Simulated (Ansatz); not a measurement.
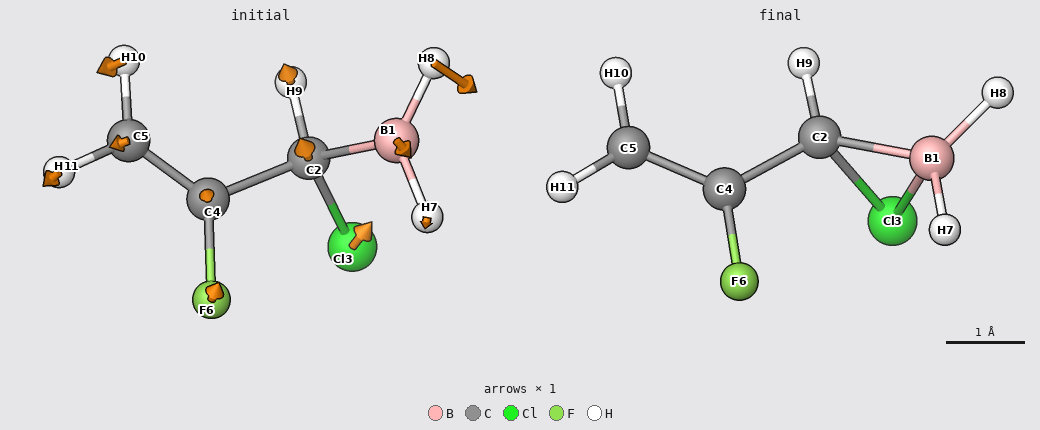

The structure of C$_{3}$H$_{5}$BClF (coarse preliminary run) before (left) and after (right) a relaxation, at one scale. The orange arrows give the displacements, at their true length.

Style: ball-and-stick. Shown face on.

The start comes from a force field.

Method: RKS PBE-D4/def2-SVP in Ansatz 0.2.0.

Input file:
```yaml
crystal:
  periodic: [false, false, false]
  atoms:
    - {symbol: B, position_ang: [-1.381700, -0.811800, -0.681400]}
    - {symbol: C, position_ang: [0.055300, -0.217600, -0.773200]}
    - {symbol: Cl, position_ang: [0.235500, 0.693100, -2.304500]}
    - {symbol: C, position_ang: [0.411200, 0.698200, 0.396100]}
    - {symbol: C, position_ang: [1.172800, 0.315900, 1.361900]}
    - {symbol: F, position_ang: [-0.301100, 1.902200, 0.486100]}
    - {symbol: H, position_ang: [-2.317500, -0.015600, -0.691700]}
    - {symbol: H, position_ang: [-1.589900, -1.913200, -0.646400]}
    - {symbol: H, position_ang: [0.760600, -1.062900, -0.746900]}
    - {symbol: H, position_ang: [1.687600, -0.631400, 1.378200]}
    - {symbol: H, position_ang: [1.332900, 0.986100, 2.242600]}
basis:
  gaussian: {orbitals: def2-SVP}
hamiltonian: {xc: pbe, dispersion: d4}
relax: {f_tol: 0.03, max_steps: 200}
```

Launched with:
```bash
ansatz run in.yaml --threads 4 --pin off --events-out ev --progress --plain --max-ram 10444MiB
```

Q: What changed between the two?

A: After 12 geometry steps the energy has fallen by 18.3 kcal/mol. Largest force component: 3.5 eV/Å at the start, 0.017 eV/Å at the end. The atom that moves furthest after the best rigid fit is H8 (0.86 Å). Largest moves by element: H 0.86 Å, Cl 0.50 Å, C 0.43 Å, B 0.34 Å, F 0.34 Å. Near-neighbour distances that change, for instance: B1–Cl3 2.741 → 2.104 Å, C2–Cl3 1.791 → 1.935 Å, B1–H8 1.121 → 1.213 Å, C4–C5 1.288 → 1.348 Å. Among the angles between lasting bonds that change: B1–C2–Cl3 109.7° → 72.8°, B1–C2–H9 107.3° → 119.2°, B1–C2–C4 113.5° → 124.8°.
